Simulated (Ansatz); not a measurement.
# One shape, several levels: AlH2Cl (SMILES [H][Al]([H])[Cl])

Wanted: a comparison of 5 runs (BLYP/STO-3G, CAM-B3LYP/STO-3G, HSE06/STO-3G, SVWN5/STO-3G, CCSDTQ/STO-3G) of AlH2Cl. 

The calculation is run with Ansatz 0.2.0.

57 further runs of the same task are left out: 2 that didn't finish, 55 set aside as unsound or not needed.

## Step 1: The molecule

The species is AlH2Cl (4 atoms), meant as a singlet with charge 0. As SMILES, `[H][Al]([H])[Cl]`. The Cl4–Al1 distance was set to 5.034 Å, away from the relaxed value. At this shape a bond of the SMILES string is far longer than usual.

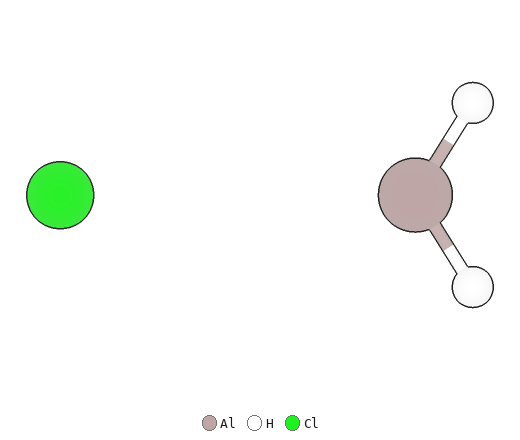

Viewed from a chosen angle; aluminium light grey, hydrogen white, chlorine green.

## Step 2: The energy at BLYP/STO-3G (run 1)

The input, input.yaml:

```yaml
crystal:
  periodic: [false, false, false]
  atoms:
    - {symbol: Al, position_ang: [1.603027, 2.673165, -0.018100]}
    - {symbol: H, position_ang: [3.140267, 2.699735, -0.002590]}
    - {symbol: H, position_ang: [0.902157, 4.041675, -0.035400]}
    - {symbol: Cl, position_ang: [-0.985710, -1.643880, 0.008400]}
basis:
  gaussian:
    orbitals: STO-3G
hamiltonian:
  xc: {name: BLYP}
accuracy: high
```

Run with:

```
$ ansatz run input.yaml --threads 1 --pin off --max-ram 2610MiB --events-out events.jsonl --progress --plain --runs-dir runs
```

What it wrote:

```text
Warning: RAYON_NUM_THREADS=1 ignored (pool sized by the plan → 1); use --threads N
Functional definition: BLYP
  name "BLYP"
  parameter beta = 0.0042
  parameter a = 0.04918
  parameter b = 0.132
  parameter c = 0.2533
  parameter d = 0.349
  exchange = b88_x(beta = beta)
  correlation = lyp_c(a = a, b = b, c = c, d = d)
297 factors; integrals over basis functions are off by at most 9.6e-9 eV
mean field evaluation 1: about -18924.1762 eV, gradient 2.6e1 eV
mean field evaluation 2: about -18807.2099 eV, gradient 5.2e1 eV
mean field evaluation 4: about -18633.6054 eV, gradient 3.4e1 eV
mean field evaluation 8: about -18926.4123 eV, gradient 9.5e0 eV
mean field evaluation 16: about -18929.6832 eV, gradient 1.3e-5 eV
mean field evaluation 32: about -18929.6829 eV, gradient 3.0e-2 eV
mean field -18929.68320647 eV, -695.6530268376 hartree, gradient 1.4e-8 eV, S^2 0.000000; 4 other end points of the search recorded, 0 dependent functions left out
reference -18929.68325258 eV, -695.6530285321 hartree; 16, 16 occupied and 4, 4 virtual orbitals, 297 factors
Total energy: -18929.68325258 eV, -695.6530285321 hartree
```

Wall time 2.1 s (1 thread of Arm Neoverse V1, shared host); peak memory 0.092 GiB.

## Step 3: The energy at CAM-B3LYP/STO-3G (run 2)

The input, run.yaml:

```yaml
crystal:
  periodic: [false, false, false]
  atoms:
    - {symbol: Al, position_ang: [1.603027, 2.673165, -0.018100]}
    - {symbol: H, position_ang: [3.140267, 2.699735, -0.002590]}
    - {symbol: H, position_ang: [0.902157, 4.041675, -0.035400]}
    - {symbol: Cl, position_ang: [-0.985710, -1.643880, 0.008400]}
basis:
  gaussian:
    orbitals: STO-3G
total_charge: 0
hamiltonian:
  xc: {name: CAM-B3LYP}
accuracy: high
```

Run with:

```
$ ansatz run run.yaml --threads 1 --pin off --max-ram 2610MiB --events-out events.jsonl --progress --plain --runs-dir runs
```

What it wrote (excerpt; [...] marks lines left out):

```text
Warning: RAYON_NUM_THREADS=1 ignored (pool sized by the plan → 1); use --threads N
Functional definition: CAM-B3LYP
  name "CAM-B3LYP"
[...]
297 factors; integrals over basis functions are off by at most 9.6e-9 eV
140 factors; integrals over basis functions are off by at most 1.8e-9 eV
[...]
mean field -18929.77182095 eV, -695.6562833597 hartree, gradient 1.0e-8 eV, S^2 0.000000; 4 other end points of the search recorded, 0 dependent functions left out
reference -18929.77183734 eV, -695.6562839619 hartree; 16, 16 occupied and 4, 4 virtual orbitals, 297 factors
Total energy: -18929.77183734 eV, -695.6562839619 hartree
```

Wall time 2.3 s (1 thread of Arm Neoverse V1, shared host); peak memory 0.093 GiB.

Runs 3 to 4 aren't shown in full; the table further down has their settings and results.

## Step 4: The energy at CCSDTQ/STO-3G (run 5)

The input, in.yaml:

```yaml
crystal:
  periodic: [false, false, false]
  atoms:
    - {symbol: Al, position_ang: [1.603027, 2.673165, -0.018100]}
    - {symbol: H, position_ang: [3.140267, 2.699735, -0.002590]}
    - {symbol: H, position_ang: [0.902157, 4.041675, -0.035400]}
    - {symbol: Cl, position_ang: [-0.985710, -1.643880, 0.008400]}
basis:
  gaussian:
    orbitals: STO-3G
correlation:
  method: ccsdtq
  frozen_orbitals: {Al: 5, Cl: 5, H: 0}
accuracy: high
scf:
  omitted_lower_state_checks: [cluster_reference, increment]
```

Run with:

```
$ ansatz run in.yaml --threads 1 --pin off --max-ram 2610MiB --events-out events.jsonl --progress --plain --runs-dir runs
```

What it wrote:

```text
Warning: RAYON_NUM_THREADS=1 ignored (pool sized by the plan → 1); use --threads N
[... 12 lines left out ...]
10 core orbitals not correlated: weight in the atoms' cores, before any rotation towards them, 0.999 or more for the frozen orbitals, at most 0.001 for the correlated occupied ones
[... 223 lines left out ...]
WARN: these amplitudes may be one of several solutions (largest doubles amplitude 2.33, level shift 18.27 eV)
Total energy: -18902.53596834 eV, -694.6553842375 hartree
Checks for a lower state left out: cluster_reference, increment
```

It took 7.8 s on 1 thread of Arm Neoverse V1, shared host.

## Step 5: The series

```
run             level  frozen core orbitals  energy (Eh)  wall time
  1       BLYP/STO-3G                     –  -695.653029      2.1 s
  2  CAM-B3LYP/STO-3G                     –  -695.656284      2.3 s
  3      HSE06/STO-3G                     –  -695.447712      2.5 s
  4      SVWN5/STO-3G                     –  -693.082619      1.3 s
  5     CCSDTQ/STO-3G                    10  -694.655384      7.8 s
```

## Step 6: Summary of results

```
                                           quantity          value
                                run 5: total energy  -694.65538 Eh
run 5: correlation energy (10 core orbitals frozen)     -119.6 mEh
                               run 5: T1 diagnostic          0.339
```

**Reading.** Totals of different functionals can't be ranked against each other. In run 5 the log says that unrestricted orbitals would lower the reference, so the values rest on an unstable closed-shell determinant (other closed-shell runs at this shape may share the fault). In runs 1, 2, 3, 4, 5 the basis is minimal, so the values are rough. All runs together took 16 s, the longest 7.8 s.
